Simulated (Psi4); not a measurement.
**GeH2ClF (SMILES [F][GeH2][Cl]): HF/3-21G**

Aim: the vertical ionisation energy of GeH2ClF at HF/3-21G, from 2 runs. 

The results are computed with Psi4 1.11.

1 further run of the same task is left out (set aside as unsound or not needed).

## 1. The molecule

The species is GeH2ClF (5 atoms), meant as a singlet with charge 0. SMILES: `[F][GeH2][Cl]`. The shape is that of a PBE0-D4/def2-TZVP optimisation.

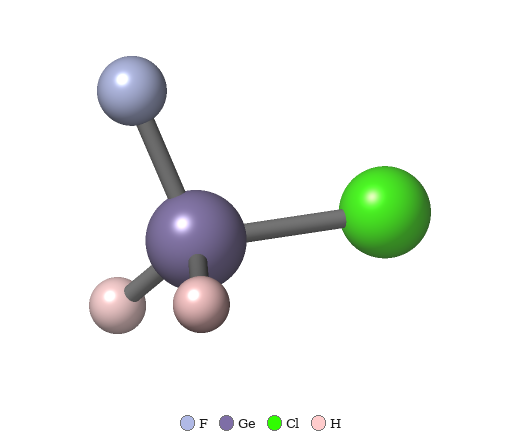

The structure, seen from a chosen angle (fluorine light blue, germanium purple, chlorine green, hydrogen pink).

## 2. The energy at HF/3-21G

Contents of calc.py:

```python
import psi4

psi4.set_memory('1600 MB')
psi4.set_num_threads(1)
psi4.set_output_file('clfgeh2.out', False)

geom = psi4.geometry("""
0 1
F
Ge 1 1.729602
Cl 2 2.132667 1 106.40965
H 2 1.528174 1 107.09014 3 -116.61996
H 2 1.528095 4 117.41219 1 120.38195
symmetry c1
no_reorient
no_com
""")

psi4.set_options({
    'basis': '3-21G',
    'reference': 'rhf',
    'puream': True,
    'e_convergence': 1e-09,
    'd_convergence': 1e-08,
    'scf_type': 'pk',
})

e_tot, wfn = psi4.energy('hf', return_wfn=True)
print(f'hf energy: {e_tot:.10f} Eh')
```

Command:

```bash
python calc.py
```

clfgeh2.out, shortened:

```text
[...]
  Running in c1 symmetry.
[...]
  Nuclear repulsion =  281.182580258705002
[...]
  Multiplicity = 1
[...]
  Nalpha       = 30
  Nbeta        = 30
[...]
    Number of basis functions: 48
[...]
   @RHF iter   1: -2622.48808436619947   -4.07338e+00   1.49674e-02 DIIS/ADIIS
[...]
   @RHF iter  11: -2622.77991030129488   -4.54747e-13   2.50336e-09 DIIS
[...]
    Orbital Energies [Eh]
    ---------------------
    Doubly Occupied:
       1A   -402.803153     2A   -104.108284     3A    -52.027380
       4A    -46.039663     5A    -46.038937     6A    -46.038777
       7A    -26.132036     8A    -10.503718     9A     -7.966880
      10A     -7.963054    11A     -7.962994    12A     -7.249262
      13A     -5.205320    14A     -5.202000    15A     -5.201252
      16A     -1.668610    17A     -1.654431    18A     -1.650936
      19A     -1.649335    20A     -1.648338    21A     -1.525092
      22A     -1.112935    23A     -0.765988    24A     -0.635131
      25A     -0.626576    26A     -0.607537    27A     -0.534550
      28A     -0.512498    29A     -0.478296    30A     -0.464277
[...]
  @RHF Final Energy: -2622.77991030129488
   => Energetics <=
    Nuclear Repulsion Energy =            281.1825802587050021
    One-Electron Energy =               -4215.9704993124523753
    Two-Electron Energy =                1312.0080087524524970
    Total Energy =                      -2622.7799103012948763
[...]
 Multipole Moments:
 ------------------------------------------------------------------------------------
     Multipole            Electronic (a.u.)      Nuclear  (a.u.)        Total (a.u.)
 ------------------------------------------------------------------------------------
 L = 1.  Multiply by 2.5417464519 to convert [e a0] to [Debye]
 Dipole X            :          0.0001502           -0.0000940            0.0000562
 Dipole Y            :          3.1127086           -1.9585167            1.1541920
 Dipole Z            :         -0.5023255            1.1378329            0.6355074
 Magnitude           :                                                    1.3175845
[...]
```

Standard output:

```text
hf energy: -2622.7799103013 Eh
```

It took 2.5 s on 1 thread of AMD EPYC 7R43 (Zen 3), shared host; peak memory 0.2 GiB.

## 3. The doublet cation at the same level

Contents of input.in:

```
memory 1600 MB

molecule {
  1 2
  F
  Ge 1 R2
  Cl 2 R3 1 A3
  H 2 R4 1 A4 3 D4
  H 2 R5 4 A5 1 D5

  R2 = 1.729602
  R3 = 2.132667
  A3 = 106.40965
  R4 = 1.528174
  A4 = 107.09014
  D4 = -116.61996
  R5 = 1.528095
  A5 = 117.41219
  D5 = 120.38195
  symmetry c1
}

set globals {
  reference uhf
  puream true
  e_convergence 1e-09
  d_convergence 1e-08
  scf_type pk
  maxiter 200
}

e_tot, wfn = energy('hf/3-21G', return_wfn=True)
oeprop(wfn, 'LOWDIN_CHARGES', 'MAYER_INDICES', 'MULLIKEN_CHARGES', title='HF')
print_variables()
```

Command:

```bash
psi4 -i input.in -o input.out -n 1
```

input.out, shortened:

```text
[...]
  Running in c1 symmetry.
[...]
  Nuclear repulsion =  281.182580258705059
[...]
  Multiplicity = 2
[...]
  Nalpha       = 30
  Nbeta        = 29
[...]
    Number of basis functions: 48
[...]
   @UHF iter   1: -2622.04316309183787   -3.62846e+00   1.56866e-02 ADIIS/DIIS
[...]
   @UHF iter  15: -2622.36267252034258   -2.72848e-12   7.01534e-09 DIIS
[...]
   @S^2 Observed:                7.537271731E-01
[...]
  @UHF Final Energy: -2622.36267252034258
   => Energetics <=
    Nuclear Repulsion Energy =            281.1825802587050589
    One-Electron Energy =               -4200.2838476661781897
    Two-Electron Energy =                1296.7385948871306027
    Total Energy =                      -2622.3626725203425849
  UHF NO Occupations:
  HONO-2 :   28  A 1.9994405
  HONO-1 :   29  A 1.9991111
[...]
 Multipole Moments:
 ------------------------------------------------------------------------------------
     Multipole            Electronic (a.u.)      Nuclear  (a.u.)        Total (a.u.)
 ------------------------------------------------------------------------------------
 L = 1.  Multiply by 2.5417464519 to convert [e a0] to [Debye]
 Dipole X            :          0.0001195           -0.0000940            0.0000255
 Dipole Y            :          1.4559050           -1.9585167           -0.5026117
 Dipole Z            :          0.5239082            1.1378329            1.6617411
 Magnitude           :                                                    1.7360881
[...]
  Mulliken Charges: (a.u.)
   Center  Symbol    Alpha    Beta     Spin     Total
       1     F     4.71929  4.72543 -0.00614 -0.44471
       2    GE    15.29198 15.39228 -0.10031  1.31574
       3    CL     8.87002  7.88614  0.98388  0.24385
       4     H     0.55936  0.49807  0.06129 -0.05743
       5     H     0.55936  0.49809  0.06127 -0.05744
   Total alpha = 30.00000, Total beta = 29.00000, Total charge =  1.00000
  Lowdin Charges: (a.u.)
   Center  Symbol    Alpha    Beta     Spin     Total
       1     F     4.67368  4.68007 -0.00639 -0.35375
[...]
```

Run time: 2.4 s. Hardware: 1 thread of AMD EPYC 7R43 (Zen 3), shared host; peak memory 0.2 GiB.

## 4. What came out

Level: HF/3-21G.

```
                                          quantity           value
                     singlet GeH2ClF: total energy  -2622.77991 Eh
                    singlet GeH2ClF: dipole moment          3.35 D
                      singlet GeH2ClF: HOMO energy       -12.63 eV
                      singlet GeH2ClF: LUMO energy         3.11 eV
                    singlet GeH2ClF: HOMO–LUMO gap        15.74 eV
                      doublet cation: total energy  -2622.36267 Eh
doublet cation: HOMO energy (highest over α and β)       -19.55 eV
 doublet cation: LUMO energy (lowest over α and β)       -10.04 eV
                              doublet cation: ⟨S²⟩           0.754
vertical ionisation energy (to the doublet cation)       11.354 eV
```

What this shows: The vertical ionisation energy comes to 11.35 eV (1095 kJ/mol). −ε(HOMO) before ionisation, 12.63 eV, is 1.28 eV above this ionisation energy.
